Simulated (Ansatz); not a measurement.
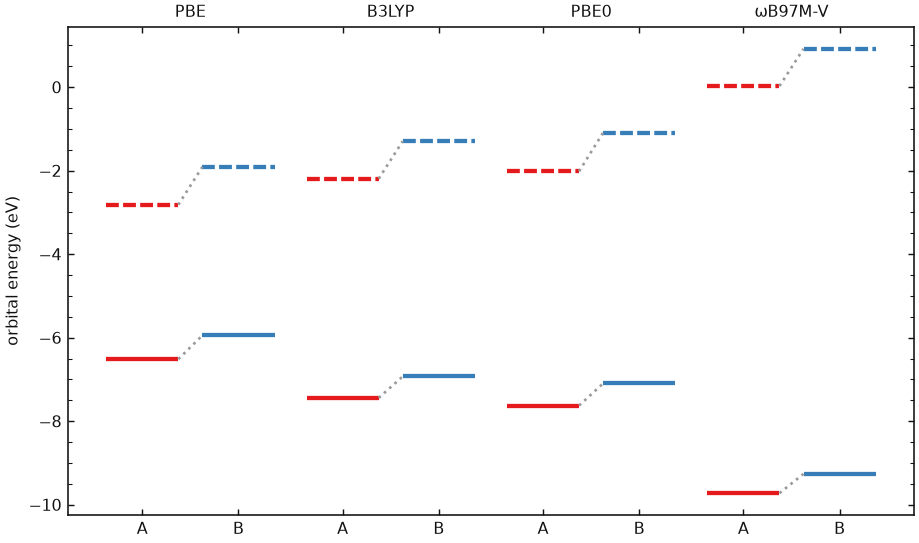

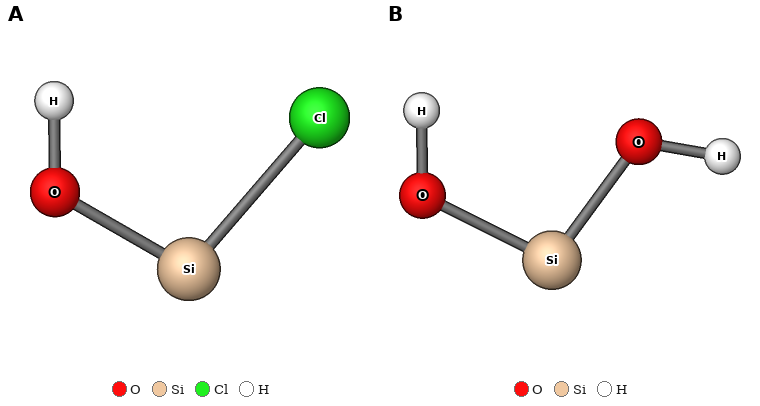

One change: A, SiHOCl (SMILES O[Si]Cl), becomes B, SiH₂O₂ (SMILES O[Si]O). Cl on Si is replaced by OH. HOMO (solid) and LUMO (dashed) computed in def2-TZVPP at PBE0-D4/def2-TZVP geometries, both minima by their frequencies, gas phase, the Ansatz code 0.2.0. Empty levels above zero depend strongly on the basis.

Question: What does the change do to HOMO and LUMO?

Answer: PBE: the HOMO rises by 0.57 eV, the LUMO rises by 0.91 eV, and the separation goes from 3.70 to 4.04 eV. B3LYP: the HOMO rises by 0.52 eV, the LUMO rises by 0.90 eV, and the separation goes from 5.25 to 5.63 eV. PBE0: the HOMO rises by 0.53 eV, the LUMO rises by 0.93 eV, and the separation goes from 5.61 to 6.01 eV. ωB97M-V: the HOMO rises by 0.46 eV, the LUMO rises by 0.89 eV, and the separation goes from 9.75 to 10.18 eV.

Question: Do the functionals agree on the effect?

Answer: They agree on the direction for both levels; the HOMO shift lies between 0.46 and 0.57 eV and the LUMO shift between 0.89 and 0.93 eV, while the separations themselves differ by up to 6.1 eV between functionals.
